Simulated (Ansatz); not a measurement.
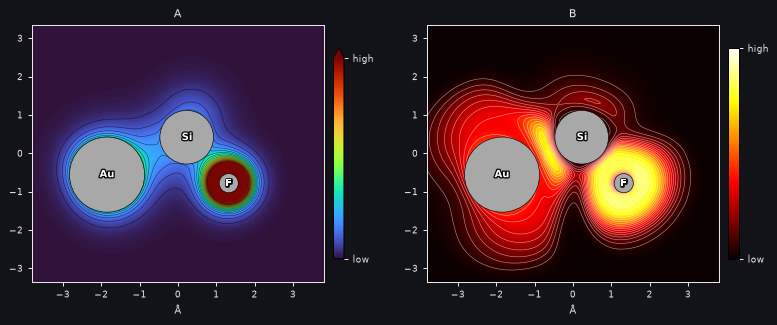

AuFH$_{2}$OSi: 2 fields on the plane of atoms Au1, Si4 and F2, with unlabelled colour scales. Grey discs cover the atomic cores.

Geometry: PBE0-D3(BJ)/def2-SVP; core potentials replace the inner electrons of Au.

These are results of isolated molecule in a Gaussian basis; Kohn-Sham density functional theory, functional PBE0 in Ansatz 0.2.0, not measurements.

```yaml
atoms:
  - { symbol: Au, position_ang: [1.5185, -0.1380, 2.1773] }
  - { symbol: F, position_ang: [-1.3767, 0.3303, 0.9444] }
  - { symbol: O, position_ang: [-0.2303, 2.6187, 1.7341] }
  - { symbol: Si, position_ang: [-0.4583, 1.0247, 2.0909] }
  - { symbol: H, position_ang: [-1.2179, 0.9884, 3.3615] }
  - { symbol: H, position_ang: [0.3520, 2.8314, 0.9986] }
```

> Match the panels to the quantities (electron density and electron localisation function).

Panel A: electron density. Panel B: electron localisation function. From the grid: Si–F (1.62 Å): the density is about 1.1 e/Å³ at the midpoint; the ELF peaks at about 0.85 in the valence shell of F, 0.6 Å from its nucleus, and is about 0.55 at the midpoint. Si–Au (2.29 Å): ρ is about 0.77 e/Å³ halfway, with its minimum of 0.63 e/Å³ about 0.8 Å from Si; the ELF peaks at about 0.75 between the atoms.
